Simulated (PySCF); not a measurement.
# C2H4AlBrF− (SMILES F/C=[CH]\[AlH2-][Br]) at 4 levels

Wanted: a comparison of 4 runs (HF/STO-3G, HF/def2-SVP, B3LYP/6-31G*, CAM-B3LYP/pcseg-1) of C2H4AlBrF−. 

The calculation is run with PySCF 2.14.0.

1 further run of the same task is left out (for a known fault of the program).

## Step 1: The system as given

C2H4AlBrF−: 9 atoms, total charge -1, spin state singlet. SMILES: `F/C=[CH]\[AlH2-][Br]`. Geometry: a GFN2-xTB relaxation, a rough one for these elements and not checked as a minimum. This is one conformer, not always the lowest.

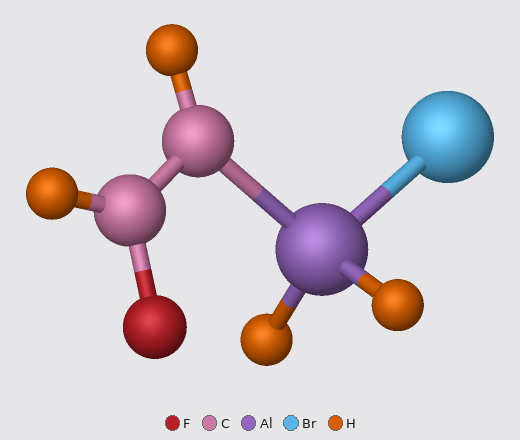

The structure, seen from a chosen angle (fluorine red, carbon pink, aluminium purple, bromine blue, hydrogen orange).

## Step 2: Energy and gradient at HF/STO-3G (run 1)

run.py reads:

```python
from pyscf import gto

mol = gto.M(
    atom='''
F       -0.868220      -0.388890       1.557250
C       -0.017760       0.671810       1.351730
C        0.540220       0.826540       0.168320
Al      -0.189330      -0.735940      -0.930720
Br       0.725050      -0.574440      -3.046520
H        0.061150       1.249590       2.274470
H        1.200420       1.690930       0.094180
H       -1.761920      -0.613450      -1.123740
H        0.310380      -2.126150      -0.344970
''',
    basis='sto-3g',
    verbose=4,
    max_memory=1860,
    spin=0,
    charge=-1,
)

hf = mol.RHF()
hf.conv_tol = 1e-10
hf.kernel()
if not hf.converged:
    hf = hf.newton().run(hf.mo_coeff, hf.mo_occ)

energy = hf.e_tot
print(f'total energy: {energy:.8f} hartree')
grad = hf.nuc_grad_method().kernel()
dip = hf.dip_moment()
pop, q = hf.mulliken_pop()
```

On the command line:

```bash
$ OMP_NUM_THREADS=1 python run.py
```

Output:

```text
PySCF version 2.14.0

[... 63 lines left out ...]
converged SCF energy = -2958.80187506058
total energy: -2958.80187506 hartree
[... 12 lines left out ...]
WARN: System has nonzero charge -1; the dipole moment is origin-dependent.
[... 2 lines left out ...]
Dipole moment(X, Y, Z, Debye): -0.29088,  3.03531,  6.66930
[... 56 lines left out ...]
charge of    8H =     -0.35955
```

Wall time 2.4 s (1 thread of Arm Neoverse V2, shared host); peak memory 0.12 GiB.

## Step 3: Energy and forces at HF/def2-SVP (run 2)

input.py reads:

```python
import pyscf.grad
from pyscf import gto

mol = gto.Mole()
mol.atom = [
    ('F', (-0.868220, -0.388890, 1.557250)),
    ('C', (-0.017760, 0.671810, 1.351730)),
    ('C', (0.540220, 0.826540, 0.168320)),
    ('Al', (-0.189330, -0.735940, -0.930720)),
    ('Br', (0.725050, -0.574440, -3.046520)),
    ('H', (0.061150, 1.249590, 2.274470)),
    ('H', (1.200420, 1.690930, 0.094180)),
    ('H', (-1.761920, -0.613450, -1.123740)),
    ('H', (0.310380, -2.126150, -0.344970)),
]
mol.max_memory = 1860
mol.charge = -1
mol.basis = 'def2-svp'
mol.verbose = 4
mol.spin = 0
mol.build()

mf = mol.RHF()
mf.conv_tol = 1e-10
mf.kernel()
if not mf.converged:
    mf = mf.newton().run(mf.mo_coeff, mf.mo_occ)

etot = mf.e_tot
print('E = %.10f Eh' % etot)
grad = mf.Gradients().kernel()
mf.analyze()
```

On the command line:

```bash
$ OMP_NUM_THREADS=1 python input.py
```

Output:

```text
PySCF version 2.14.0

[... 86 lines left out ...]
DFT Exchange-Correlation Energy =     -129.948212618194020
[... 15 lines left out ...]
MO #14  energy= -4.67687900898738  occ= 2
[... 13 lines left out ...]
MO #28  energy= -0.531394014071059 occ= 2
[... 13 lines left out ...]
MO #42  energy= 0.376654539887773  occ= 0
[... 13 lines left out ...]
MO #56  energy= 0.853824214288489  occ= 0
[... 13 lines left out ...]
MO #70  energy= 1.1942287904377    occ= 0
[... 13 lines left out ...]
MO #84  energy= 2.01416275958468   occ= 0
[... 13 lines left out ...]
MO #98  energy= 2.91827584249401   occ= 0
[... 13 lines left out ...]
MO #112 energy= 4.38587956269122   occ= 0
[... 125 lines left out ...]
WARN: System has nonzero charge -1; the dipole moment is origin-dependent.
Location of origin: [0. 0. 0.]

Dipole moment(X, Y, Z, Debye):  0.58974,  4.29271,  6.77961
```

Wall time 9.9 s (1 thread of Arm Neoverse V2, shared host); peak memory 0.27 GiB.

Run 3 isn't shown in full; the table further down has it.

## Step 4: Energy and gradient at CAM-B3LYP/pcseg-1 (run 4)

run.py reads:

```python
# F/C=[CH]\[AlH2-][Br]
from pyscf import gto, dft

mol = gto.M(
    atom='''
F     -1.640698    -0.734896     2.942776
C     -0.033562     1.269537     2.554399
C      1.020868     1.561934     0.318079
Al    -0.357782    -1.390725    -1.758806
Br     1.370146    -1.085534    -5.757088
H      0.115557     2.361383     4.298125
H      2.268465     3.195395     0.177974
H     -3.329546    -1.159252    -2.123561
H      0.586533    -4.017841    -0.651899
''',
    spin=0,
    basis='pcseg-1',
    charge=-1,
    verbose=3,
    unit='bohr',
    max_memory=1860,
)

calc0 = dft.RKS(mol)
calc0.xc = 'cam-b3lyp'
calc0.conv_tol = 1e-10
calc0.grids.level = 5
calc0.kernel()
if not calc0.converged:
    calc0 = calc0.newton().run(calc0.mo_coeff, calc0.mo_occ)

e_tot = calc0.e_tot
print(f'total energy: {e_tot:.8f} hartree')
grad = calc0.nuc_grad_method().kernel()
calc0.analyze()
```

On the command line:

```bash
$ OMP_NUM_THREADS=1 python run.py
```

Output:

```text
converged SCF energy = -2994.86694338893
[... 12 lines left out ...]
MO #3   energy= -56.120025577622   occ= 2
[... 12 lines left out ...]
MO #16  energy= -2.55739329148174  occ= 2
[... 12 lines left out ...]
MO #29  energy= -0.36522601501569  occ= 2
[... 12 lines left out ...]
MO #42  energy= 0.268348456875307  occ= 0
[... 12 lines left out ...]
MO #55  energy= 0.698648271359181  occ= 0
[... 12 lines left out ...]
MO #68  energy= 0.986708771858638  occ= 0
[... 12 lines left out ...]
MO #81  energy= 1.74007634060439   occ= 0
[... 12 lines left out ...]
MO #94  energy= 2.49274381841427   occ= 0
[... 12 lines left out ...]
MO #107 energy= 3.70801581524738   occ= 0
[... 11 lines left out ...]
WARN: System has nonzero charge -1; the dipole moment is origin-dependent.
Location of origin: [0. 0. 0.]

Dipole moment(X, Y, Z, Debye):  0.40560,  4.01550,  6.73281
```

It took 92 s on 1 thread of Arm Neoverse V2, shared host; peak memory 1.1 GiB.

## Step 5: Overview of the runs

```csv
run,level,integration grid,energy (Eh),HOMO energy (eV),LUMO energy (eV),HOMO–LUMO gap (eV),wall time
1,HF/STO-3G,–,-2958.801875,-1.63,14.37,16.00,2.4 s
2,HF/def2-SVP,–,-2991.380238,-5.24,8.44,13.68,9.9 s
3,B3LYP/6-31G* (spherical functions),5,-2994.851693,-2.06,4.81,6.87,47 s
4,CAM-B3LYP/pcseg-1,5,-2994.866943,-3.68,5.68,9.36,92 s
```

## Step 6: Summary of results

| quantity | value |
| --- | --- |
| run 4: total energy | -2994.86694 Eh |
| run 4: HOMO energy | -3.68 eV |
| run 4: LUMO energy | 5.68 eV |
| run 4: HOMO–LUMO gap (to an unbound level, set by the basis) | 9.36 eV |
| run 4: largest force on an atom | 1.230 eV/Å |

In words: The HOMO–LUMO gap runs from 6.87 eV (B3LYP/6-31G*) to 16.00 eV (HF/STO-3G). The two ends differ in method and basis. The empty levels of an anion lie above zero and hang on the basis. Totals of different functionals can't be ranked against each other. In run 1 the basis is minimal, so the values are rough. All runs together took 2.5 min, the longest 92 s.
